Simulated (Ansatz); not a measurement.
```yaml
atoms:
  - { symbol: Te, position_ang: [-1.8858, -1.1194, -0.7420] }
  - { symbol: Te, position_ang: [0.3049, -0.5719, 0.7249] }
  - { symbol: Te, position_ang: [1.5809, 1.6912, 0.0171] }
```

Geometry: r2SCAN-D4/def2-SVPD; core potentials replace the inner electrons of Te.

These are results of Ansatz 0.2.0, UKS PBE0-D4/def2-TZVPD, not measurements.

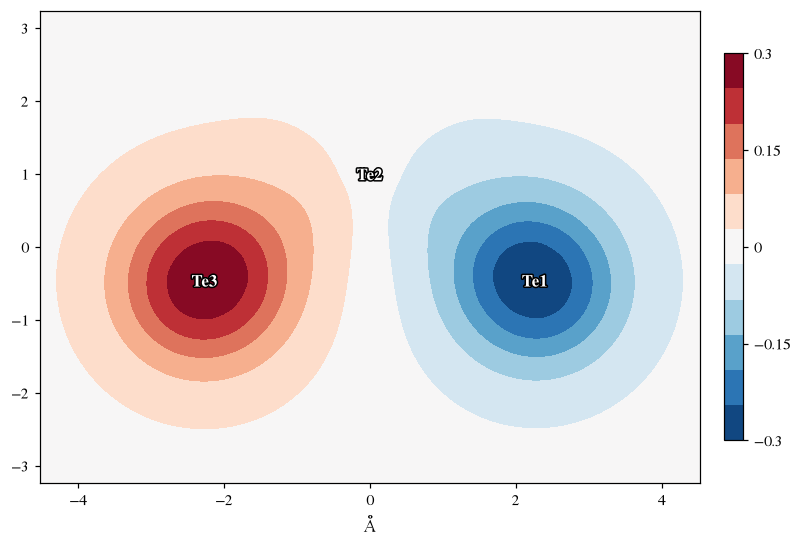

Te3 (charge −1, doublet). The HOMO (β) on a plane 0.8 Å above the molecular plane (values in Å⁻³ᐟ²; the overall sign is arbitrary).

**Describe this orbital and give its energy.**

Its weight (Hirshfeld) is mainly on Te1 (about 45 %), Te3 (about 45 %) and Te2 (about 5 %); it changes sign across the molecular plane (π type). Its energy is −1.61 eV.
